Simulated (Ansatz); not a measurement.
# BHLYP/cc-pVDZ run of CH6GeSi (SMILES [CH2]1[SiH2][GeH2]1)

What is the electronic atomisation energy of CH6GeSi at BHLYP/cc-pVDZ? 

Program for the calculation: Ansatz 0.2.0.

65 further runs of the same task are left out: 65 set aside as unsound or not needed.

### Step 1. The system as given

CH6GeSi has 9 atoms, charge 0, and is taken as a singlet. As SMILES, `[CH2]1[SiH2][GeH2]1`. The shape is that of a PBE0-D4/def2-TZVP optimisation.

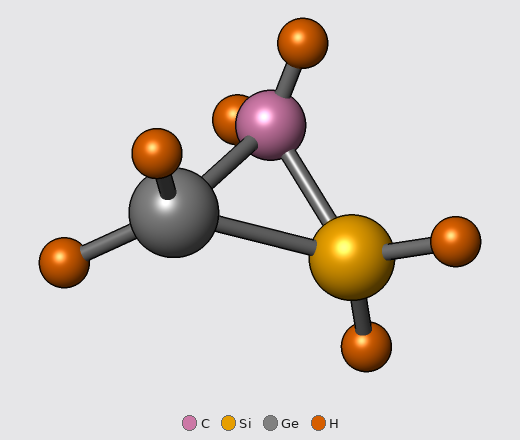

The structure, seen from a chosen angle (carbon pink, silicon amber, germanium grey, hydrogen orange).

### Step 2. The energy at BHLYP/cc-pVDZ

File input.yaml:

```yaml
crystal:
  periodic: [false, false, false]
  atoms:
    - {symbol: C, position_ang: [-0.726700, 0.082100, -0.693700]}
    - {symbol: Si, position_ang: [0.887500, 0.879500, -0.151400]}
    - {symbol: Ge, position_ang: [-0.040700, -0.948100, 0.885700]}
    - {symbol: H, position_ang: [-1.647500, 0.636600, -0.532900]}
    - {symbol: H, position_ang: [-0.737600, -0.453300, -1.639500]}
    - {symbol: H, position_ang: [0.802100, 2.227300, 0.458900]}
    - {symbol: H, position_ang: [2.050400, 0.731400, -1.058000]}
    - {symbol: H, position_ang: [0.399400, -2.377500, 0.568600]}
    - {symbol: H, position_ang: [-0.898400, -0.824300, 2.145300]}
basis:
  gaussian:
    orbitals: cc-pVDZ
hamiltonian:
  xc: {name: BHLYP}
accuracy: high
output: {orbitals: {seedname: orbitals}}
```

Started as:

```bash
$ ansatz run input.yaml --threads 1 --pin off --max-ram 3480MiB --events-out events.jsonl --progress --plain --runs-dir runs
```

Log:

```text
Warning: RAYON_NUM_THREADS=1 ignored (pool sized by the plan → 1); use --threads N
Functional definition: BHLYP
  name "BHLYP"
  parameter a = 0.5
  exchange = (1 - a)*b88_x + a*exact_x
  correlation = lyp_c
2079 factors; integrals over basis functions are off by at most 4.8e-9 eV
mean field evaluation 1: about -65523.2696 eV, gradient 3.7e1 eV
mean field evaluation 2: about -65522.3866 eV, gradient 3.9e1 eV
mean field evaluation 4: about -65526.7380 eV, gradient 4.0e-1 eV
mean field evaluation 8: about -65527.0004 eV, gradient 1.0e-1 eV
mean field evaluation 16: about -65527.0005 eV, gradient 4.1e-5 eV
mean field -65527.00051572 eV, -2408.0728531566 hartree, gradient 2.9e-8 eV, S^2 0.000000; 0 other end points of the search recorded, 0 dependent functions left out
reference -65527.00054406 eV, -2408.0728541981 hartree; 29, 29 occupied and 60, 60 virtual orbitals, 2079 factors
Total energy: -65527.00054406 eV, -2408.0728541981 hartree
```

It took 11 s on 1 thread of Arm Neoverse V2, shared host; peak memory 0.34 GiB.

### Step 3. The C atom at the same level

File in.yaml:

```yaml
crystal:
  periodic: [false, false, false]
  atoms:
    - symbol: C
      position_ang: [0.000000, 0.000000, 0.000000]
basis:
  gaussian: {orbitals: cc-pVDZ}
magnetization: {spin_polarized: true, initial_magnetization: 2}
hamiltonian: {xc: {name: BHLYP}}
accuracy: high
```

Run the same way, it converges to -37.84127 Eh (log not shown).

### Step 4. The Ge atom, same level

File in.yaml:

```yaml
crystal:
  periodic: [false, false, false]
  atoms:
    - {symbol: Ge, position_ang: [0.000000, 0.000000, 0.000000]}
basis:
  gaussian:
    orbitals: cc-pVDZ
hamiltonian:
  xc: {name: BHLYP}
magnetization:
  spin_polarized: true
  initial_magnetization: 2
accuracy: high
```

Started as:

```bash
$ ansatz run in.yaml --threads 1 --pin off --max-ram 3480MiB --events-out events.jsonl --progress --plain --runs-dir runs
```

Log:

```text
Warning: RAYON_NUM_THREADS=1 ignored (pool sized by the plan → 1); use --threads N
[... 5 set-up lines as earlier in the session ...]
260 factors; integrals over basis functions are off by at most 4.5e-9 eV
mean field evaluation 1: about -56514.6366 eV, gradient 2.0e0 eV
mean field evaluation 2: about -56514.6843 eV, gradient 4.5e-1 eV
mean field evaluation 4: about -56514.6870 eV, gradient 4.5e-1 eV
mean field evaluation 8: about -56514.6896 eV, gradient 4.9e-4 eV
mean field evaluation 16: about -56514.6896 eV, gradient 1.2e-8 eV
mean field -56514.68960110 eV, -2076.8765358079 hartree, gradient 1.2e-8 eV, S^2 2.003207; 0 other end points of the search recorded, 0 dependent functions left out
reference -56514.68961563 eV, -2076.8765363419 hartree; 17, 15 occupied and 10, 12 virtual orbitals, 260 factors
Total energy: -56514.68961563 eV, -2076.8765363419 hartree
```

Wall time 1.1 s (1 thread of Arm Neoverse V2, shared host).

### Step 5. The H atom, same level

File molecule.yaml:

```yaml
crystal:
  periodic: [false, false, false]
  atoms:
    - {symbol: H, position_ang: [0.000000, 0.000000, 0.000000]}
basis:
  gaussian: {orbitals: cc-pVDZ}
magnetization: {spin_polarized: true, initial_magnetization: 1}
hamiltonian: {xc: {name: BHLYP}}
accuracy: high
```

Run the same way, it converges to -0.49784 Eh (log not shown).

### Step 6. The Si atom

File run.yaml:

```yaml
crystal:
  periodic: [false, false, false]
  atoms:
    - symbol: Si
      position_ang: [0.000000, 0.000000, 0.000000]
basis:
  gaussian: {orbitals: cc-pVDZ}
magnetization: {spin_polarized: true, initial_magnetization: 2}
hamiltonian: {xc: {name: BHLYP}}
accuracy: high
```

Run the same way, it converges to -289.37534 Eh (log not shown).

### Step 7. Outcome

At BHLYP/cc-pVDZ:

| quantity | value |
| --- | --- |
| molecule: total energy | -2408.07285 Eh |
| molecule: HOMO energy | -7.38 eV |
| molecule: LUMO energy | 0.81 eV |
| molecule: HOMO–LUMO gap | 8.20 eV |
| C atom: total energy | -37.84127 Eh |
| C atom: ⟨S²⟩ | 2.003 |
| Ge atom: total energy | -2076.87654 Eh |
| Ge atom: ⟨S²⟩ | 2.003 |
| H atom: total energy | -0.49784 Eh |
| H atom: ⟨S²⟩ | 0.750 |
| Si atom: total energy | -289.37534 Eh |
| Si atom: ⟨S²⟩ | 2.005 |
| electronic atomisation energy | 27.012 eV |

**Reading.** Taking the molecule apart into free atoms costs 27.01 eV (2606 kJ/mol), before zero-point energy and without spin-orbit coupling.
